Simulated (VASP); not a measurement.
Band structure of ZrO2 (fluorite). Level of theory: TPSS meta-GGA, VASP's PBE PAW potentials (set 64) (plane waves; VASP).

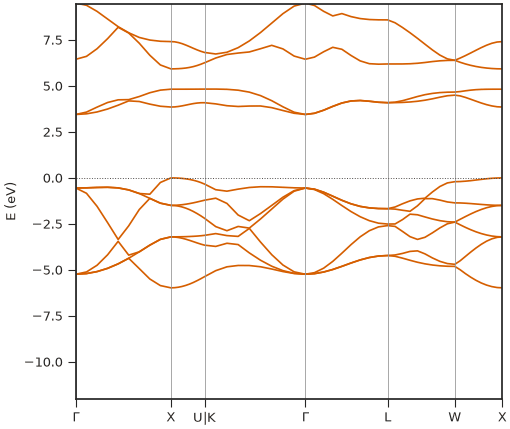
Figure. Bands along high-symmetry lines, zero at the valence-band maximum or, without a gap, the Fermi level

Problem. Read the plot: is there a gap, and where are the band edges?

Solution. The gap is indirect, 3.45 eV, from the valence maximum at X to the conduction minimum at Γ.

The compound is ZrO2 in the fluorite structure, the high-temperature cubic form, which is unstable at 0 K; the monoclinic form is the stable one. It was relaxed first.
